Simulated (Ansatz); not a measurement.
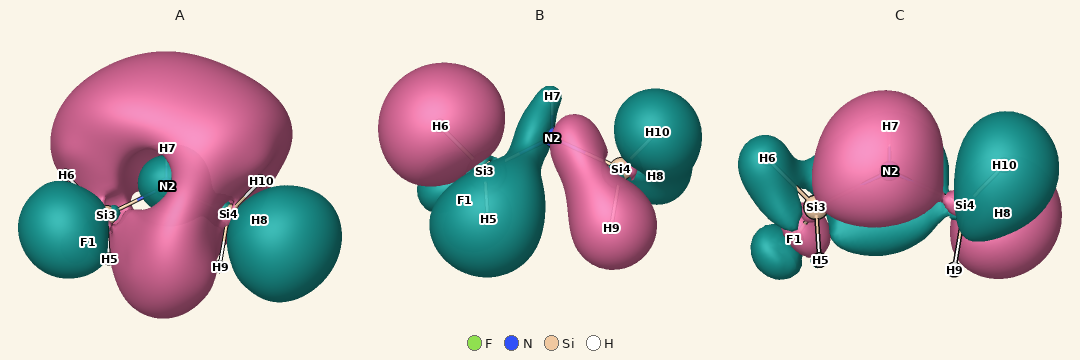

The picture shows: FH6NSi2 (SMILES F[SiH2]N[SiH3]). Three frontier orbitals at ±0.05 Å⁻³ᐟ² (teal and pink are the two phases), in no order.

Geometry: PBE0-D3(BJ)/def2-SVP.

All numbers below come from Ansatz, isolated molecule in a Gaussian basis; Kohn-Sham density functional theory, functional PBE0.

```xyz
10

F     1.1625    0.1763   -4.0571
N     1.4593    1.0237   -1.4247
Si    0.5449    1.1145   -2.8785
Si    1.2873   -0.1082   -0.1035
H    -0.8274    0.6159   -2.6101
H     0.5857    2.5074   -3.3963
H     2.2764    1.6289   -1.3852
H     2.4094   -1.0949   -0.0454
H     0.0034   -0.8339   -0.3239
H     1.2470    0.6105    1.2064
```

### Order the three orbitals by energy and name them.

B is the HOMO−1 (−9.47 eV). By Hirshfeld shares it lies mainly on Si3 (about 25 %), H6 (about 25 %), H5 (about 15 %), F1 (about 10 %) and Si4 (about 10 %). C is the HOMO (−8.13 eV). It lies mainly on N2 (about 50 %), Si4 (about 15 %), H8 (about 10 %) and H10 (about 5 %). A is the LUMO (−0.28 eV). Its weight (Hirshfeld) is mainly on Si4 (about 35 %), Si3 (about 20 %), H7 (about 20 %) and N2 (about 10 %).

### What is the HOMO–LUMO gap?

7.85 eV between the orbital energies.
